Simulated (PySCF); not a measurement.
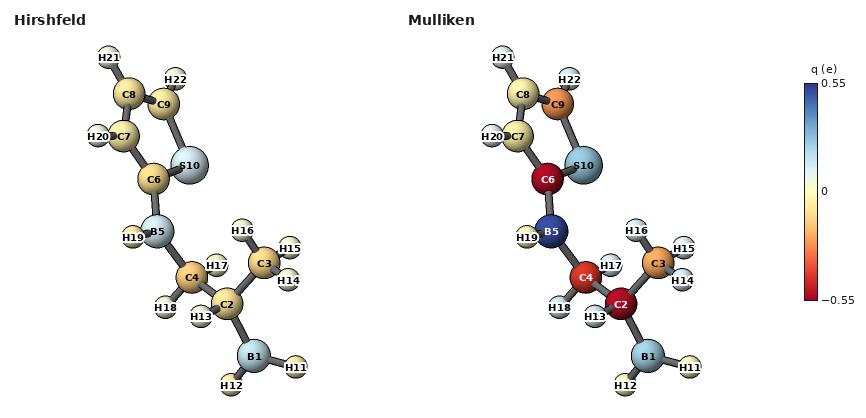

Atomic charges of one calculation by 2 schemes, on one colour scale. The geometry was computed by an optimisation with GFN2-xTB. No frequency run is at hand to confirm it as a minimum. Level of theory: PBE0/pcSseg-1 (PySCF 2.14.0).

Which scheme gives the most polar picture (largest mean size of the charges)?

Answer. The Mulliken charges are the largest in size here.

On which atom do the schemes disagree most?

Answer. On C2 (from −0.51 to −0.08 e).

List the charges (e), one line for each set of equivalent atoms.

```
atom  Hirshfeld  Mulliken
  B1       0.17      0.24
  C2      −0.08     −0.51
  C3      −0.12     −0.22
  C4      −0.14     −0.42
  B5       0.13      0.50
  C6      −0.11     −0.52
  C7      −0.05     −0.05
  C8      −0.07     −0.04
  C9      −0.06     −0.25
 S10       0.13      0.25
 H11      −0.06     −0.02
 H12      −0.06     −0.01
 H13       0.05      0.14
 H14       0.04      0.12
 H15       0.04      0.11
 H16       0.03      0.12
 H17       0.02      0.12
 H18       0.04      0.14
 H19      −0.06     −0.01
 H20       0.06      0.09
 H21       0.06      0.10
 H22       0.06      0.13
```

The geometry is semi-empirical. Around B such bond lengths and angles can be off by a tenth of an ångström or more and by several degrees, and values that hang on the shape move with them.
